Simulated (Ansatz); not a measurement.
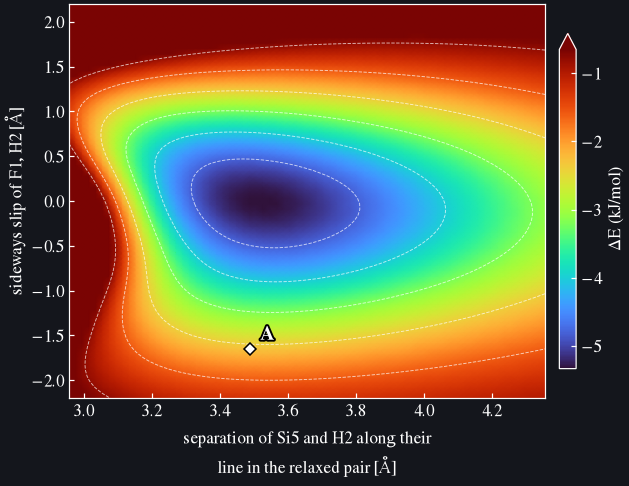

The pair FH···CH₆OSi. The first coordinate is: separation of Si5 and H2 along their line in the relaxed pair; the second: sideways slip of F1, H2. Nothing is relaxed (both partners rigid). The grid has 9 × 9 points. Points are written as (first, second). Energies are in kJ/mol, from the two partners far apart, frozen as in the relaxed pair, each in its own basis (no counterpoise correction). Computed with RHF/def2-SVPD (Ansatz).

In the figure: a smooth colour map with a few white contour lines, one colour for all values above the top of the scale, the point A. Between grid points the surface is interpolated.

> Which way does the force act at A, and how strong is it?

A, at (3.488 Å, −1.65 Å), is not a stationary point. The computed force is 0.31 kJ/mol for each Å towards larger values of the first coordinate and 2.1 kJ/mol for each Å towards larger values of sideways slip of F1, H2.
